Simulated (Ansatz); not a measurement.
# doublet PH+: levels of theory compared

Aim: a comparison of 6 runs (UHF/3-21G, UHF/cc-pVTZ, U-revPBE/cc-pVTZ, UB2PLYP/cc-pVTZ, RPA@PBE/cc-pVTZ, UCCSD/cc-pVTZ) of doublet PH+. 

The calculation is run with Ansatz 0.2.0.

30 further runs of the same task are left out: 30 set aside as unsound or not needed.

### 1 The structure to begin with

PH+: 2 atoms, total charge +1, spin state doublet. As SMILES of the parent species, `[PH]`. The coordinates come from a PBE0-D4/def2-TZVP relaxation. That shape belongs to the parent species and isn't relaxed for this state.

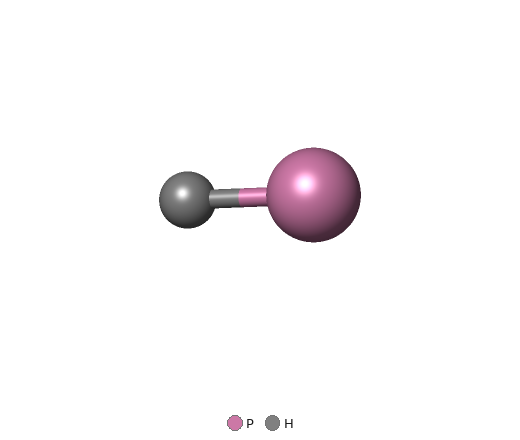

The structure, seen from a chosen angle (phosphorus pink, hydrogen grey).

### 2 The energy at UHF/3-21G (run 1)

run.yaml

```yaml
crystal:
  periodic: [false, false, false]
  atoms:
    - {symbol: P, position_ang: [-0.000000, -0.000000, -0.014610]}
    - {symbol: H, position_ang: [0.000000, 0.000000, 1.413680]}
basis:
  gaussian: {orbitals: 3-21G.json}
total_charge: 1
magnetization: {spin_polarized: true, initial_magnetization: 1}
hamiltonian: {xc: hf}
accuracy: high
output: {orbitals: {seedname: orbitals}}
```

The basis set 3-21G is read from a file made from the Basis Set Exchange's data (not shown).

Command:

```
$ ansatz run run.yaml --threads 1 --pin off --max-ram 3480MiB --events-out events.jsonl --progress --plain --runs-dir runs
```

Log:

```text
Warning: RAYON_NUM_THREADS=1 ignored (pool sized by the plan → 1); use --threads N
Functional definition: HF
  name "HF"
  exchange = exact_x
  correlation = 0
276 factors; integrals over basis functions are off by at most 3.1e-9 eV
mean field evaluation 1: about -9229.7322 eV, gradient 3.5e0 eV
mean field evaluation 2: about -9229.7334 eV, gradient 3.5e0 eV
mean field evaluation 4: about -9229.8255 eV, gradient 2.6e-1 eV
mean field evaluation 8: about -9229.8271 eV, gradient 4.2e-7 eV
mean field evaluation 16: about -9229.3358 eV, gradient 2.5e0 eV
mean field evaluation 32: about -9229.8036 eV, gradient 1.4e0 eV
mean field -9229.82707771 eV, -339.1898889045 hartree, gradient 8.9e-9 eV, S^2 0.753068; 0 other end points of the search recorded, 0 dependent functions left out
reference -9229.82707771 eV, -339.1898889045 hartree; 8, 7 occupied and 7, 8 virtual orbitals, 276 factors
Total energy: -9229.82707771 eV, -339.1898889045 hartree
```

It took 0.08 s on 1 thread of Arm Neoverse V2, shared host.

### 3 A single-point energy at UHF/cc-pVTZ (run 2)

run.yaml

```yaml
crystal:
  periodic: [false, false, false]
  atoms:
    - symbol: P
      position_ang: [-0.000000, -0.000000, -0.014610]
    - symbol: H
      position_ang: [0.000000, 0.000000, 1.413680]
basis:
  gaussian:
    orbitals: cc-pVTZ
total_charge: 1
magnetization:
  spin_polarized: true
  initial_magnetization: 1
hamiltonian:
  xc: hf
accuracy: high
output:
  orbitals: {seedname: orbitals}
```

Command:

```
$ ansatz run run.yaml --threads 1 --pin off --max-ram 3480MiB --events-out events.jsonl --progress --plain --runs-dir runs
```

Log:

```text
Warning: RAYON_NUM_THREADS=1 ignored (pool sized by the plan → 1); use --threads N
[... 4 set-up lines as earlier in the session ...]
622 factors; integrals over basis functions are off by at most 3.8e-9 eV
mean field evaluation 1: about -9277.1791 eV, gradient 6.0e0 eV
mean field evaluation 2: about -9277.1803 eV, gradient 6.0e0 eV
mean field evaluation 4: about -9277.5193 eV, gradient 5.3e-1 eV
mean field evaluation 8: about -9277.5240 eV, gradient 8.3e-4 eV
mean field evaluation 16: about -9277.5100 eV, gradient 4.9e-1 eV
mean field evaluation 32: about -9277.5240 eV, gradient 1.1e-3 eV
mean field evaluation 64: about -9275.5341 eV, gradient 6.8e0 eV
mean field evaluation 96: about -9277.1790 eV, gradient 6.0e0 eV
mean field -9277.52440418 eV, -340.9427333217 hartree, gradient 7.4e-8 eV, S^2 0.793202; 3 other end points of the search recorded, 0 dependent functions left out
reference -9277.52440418 eV, -340.9427333217 hartree; 8, 7 occupied and 40, 41 virtual orbitals, 622 factors
Total energy: -9277.52440418 eV, -340.9427333217 hartree
```

It took 0.5 s on 1 thread of Arm Neoverse V2, shared host.

### 4 A single-point energy at U-revPBE/cc-pVTZ (run 3)

run.yaml

```yaml
crystal:
  periodic: [false, false, false]
  atoms:
    - {symbol: P, position_ang: [-0.000000, -0.000000, -0.014610]}
    - {symbol: H, position_ang: [0.000000, 0.000000, 1.413680]}
basis:
  gaussian: {orbitals: cc-pVTZ}
total_charge: 1
magnetization: {spin_polarized: true, initial_magnetization: 1}
hamiltonian: {xc: {name: revPBE}}
accuracy: high
output: {orbitals: {seedname: orbitals}}
```

Command:

```
$ ansatz run run.yaml --threads 1 --pin off --max-ram 3480MiB --events-out events.jsonl --progress --plain --runs-dir runs
```

Log:

```text
Warning: RAYON_NUM_THREADS=1 ignored (pool sized by the plan → 1); use --threads N
Functional definition: revPBE
  name "revPBE"
  parameter kappa = 1.245
  parameter beta = 0.06672455060314922
  exchange = pbe_x(kappa = kappa, mu = beta*pi^2/3)
  correlation = pbe_c(beta = beta)
622 factors; integrals over basis functions are off by at most 3.8e-9 eV
mean field evaluation 1: about -9290.7047 eV, gradient 9.9e0 eV
mean field evaluation 2: about -9291.1755 eV, gradient 5.2e0 eV
mean field evaluation 4: about -9291.3587 eV, gradient 4.2e-1 eV
mean field evaluation 8: about -9291.3570 eV, gradient 1.2e-3 eV
mean field evaluation 16: about -9291.3570 eV, gradient 4.3e-7 eV
mean field evaluation 32: about -9291.3203 eV, gradient 6.2e-1 eV
mean field -9291.35702080 eV, -341.4510726066 hartree, gradient 2.0e-8 eV, S^2 0.755056; 2 other end points of the search recorded, 0 dependent functions left out
reference -9291.35702367 eV, -341.4510727117 hartree; 8, 7 occupied and 40, 41 virtual orbitals, 622 factors
Total energy: -9291.35702367 eV, -341.4510727117 hartree
```

Wall time 1.6 s (1 thread of Arm Neoverse V2, shared host); peak memory 0.099 GiB.

Runs 4 to 5 aren't shown in full; the table further down has their settings and results.

### 5 A single-point energy at UCCSD/cc-pVTZ (run 6)

in.yaml

```yaml
crystal:
  periodic: [false, false, false]
  atoms:
    - {symbol: P, position_ang: [-0.000000, -0.000000, -0.014610]}
    - {symbol: H, position_ang: [0.000000, 0.000000, 1.413680]}
basis:
  gaussian: {orbitals: cc-pVTZ}
magnetization: {spin_polarized: true, initial_magnetization: 1}
total_charge: 1
scf: {omitted_lower_state_checks: [cluster_reference, increment]}
correlation: {method: ccsd, frozen_orbitals: {H: 0, P: 5}}
accuracy: high
```

Command:

```
$ ansatz run in.yaml --threads 1 --pin off --max-ram 3480MiB --events-out events.jsonl --progress --plain --runs-dir runs
```

Log, shortened:

```text
Warning: RAYON_NUM_THREADS=1 ignored (pool sized by the plan → 1); use --threads N
[... 2 set-up lines as earlier in the session ...]
[...]
622 factors; integrals over basis functions are off by at most 3.8e-9 eV
[...]
mean field -9277.52440418 eV, -340.9427333217 hartree, gradient 7.4e-8 eV, S^2 0.793202; 6 other end points of the search recorded, 0 dependent functions left out
5 core orbitals not correlated: weight in the atoms' cores, before any rotation towards them, 1.000 or more for the frozen orbitals, at most 0.000 for the correlated occupied ones
reference -9277.52440418 eV, -340.9427333217 hartree; 3, 2 occupied and 40, 41 virtual orbitals, 622 factors
second order -2.41248915 eV of doubles, -0.00000000 eV of singles
cycle   1  -2.87836627 eV  change   -4.7e-1 eV  update   5.8e-2
[...]
cycle  32  -3.13777623 eV  change  -1.4e-10 eV  update  4.7e-10
Total energy: -9280.66218041 eV, -341.0580444714 hartree
Checks for a lower state left out: cluster_reference, increment
```

Wall time 1.1 s (1 thread of Arm Neoverse V2, shared host); peak memory 0.14 GiB.

### 6 All runs side by side

| run | level | frozen core orbitals | energy (Eh) | HOMO energy (eV) | LUMO energy (eV) | ⟨S²⟩ | wall time |
| --- | --- | --- | --- | --- | --- | --- | --- |
| 1 | UHF/3-21G | – | -339.189889 | -19.20 | -9.26 | 0.753 | 0.08 s |
| 2 | UHF/cc-pVTZ | – | -340.942733 | -19.27 | -8.87 | 0.793 | 0.5 s |
| 3 | U-revPBE/cc-pVTZ | – | -341.451073 | -14.63 | -14.23 | 0.755 | 1.6 s |
| 4 | UB2PLYP/cc-pVTZ | 5 | -341.394993 | -17.06 | -11.45 | 0.758 | 1.5 s |
| 5 | RPA@PBE/cc-pVTZ | 5 | -341.142613 | – | – | 0.754 | 2.2 s |
| 6 | UCCSD/cc-pVTZ | 5 | -341.058044 | – | – | 0.793 | 1.1 s |

### 7 What came out

| quantity | value |
| --- | --- |
| run 6: total energy | -341.05804 Eh |
| run 6: correlation energy (5 core orbitals frozen) | -115.3 mEh |
| run 6: ⟨S²⟩ of the reference determinant | 0.793 |
| run 6: T1 diagnostic | 0.035 |

Totals of different functionals can't be ranked against each other. All runs together took 7.1 s, the longest 2.2 s.
